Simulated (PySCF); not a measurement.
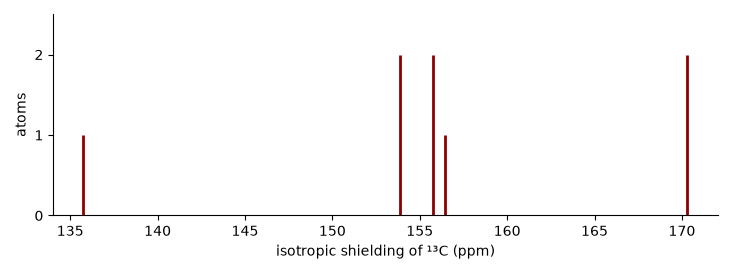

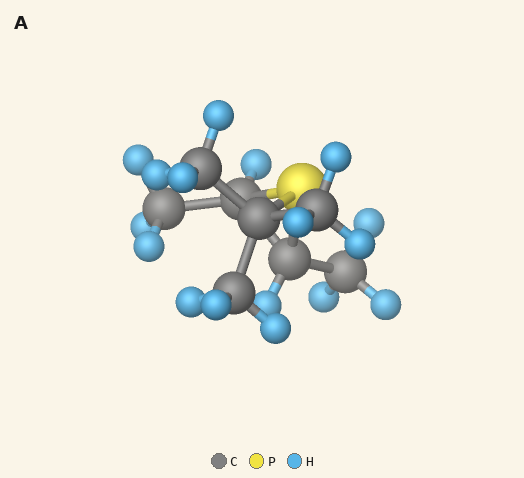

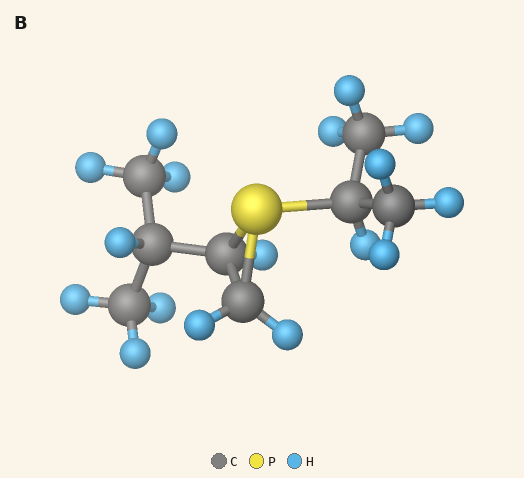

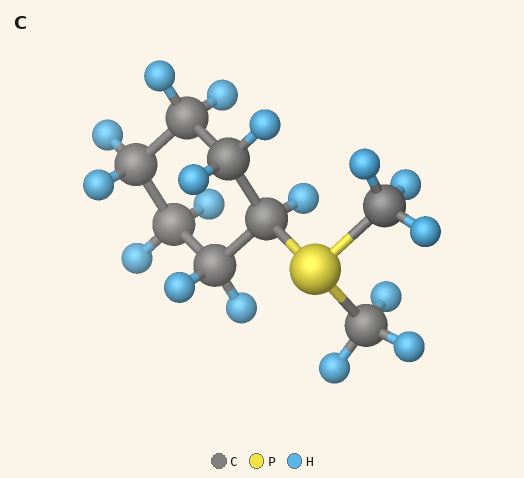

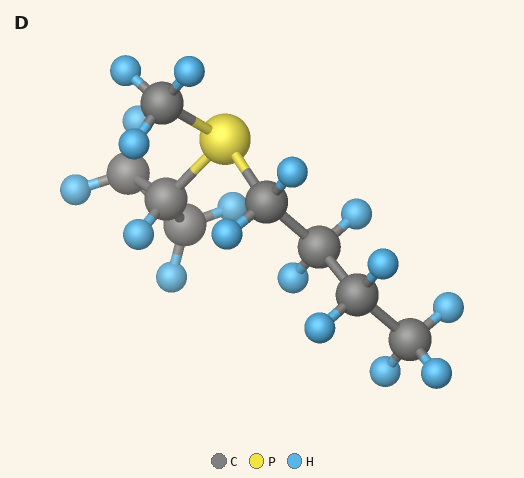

The sticks are computed shieldings of one of the molecules, for one fixed geometry (GFN2-xTB) without averaging over rotations. Low shielding means a high chemical shift. Method: GIAO PBE0/pcSseg-1 NMR shielding, non-relativistic, gas phase (PySCF 2.14.0).

### Match the spectrum to a structure.

C, `CP(C)C1CCCCC1`. Its 8 C atoms give lines at 135.8, 153.8 (2 atoms), 155.7 (2 atoms), 156.4, 170.3 (2 atoms) ppm.

The geometry is semi-empirical. Around P such bond lengths and angles can be off by a tenth of an ångström or more and by several degrees, and values that hang on the shape move with them.
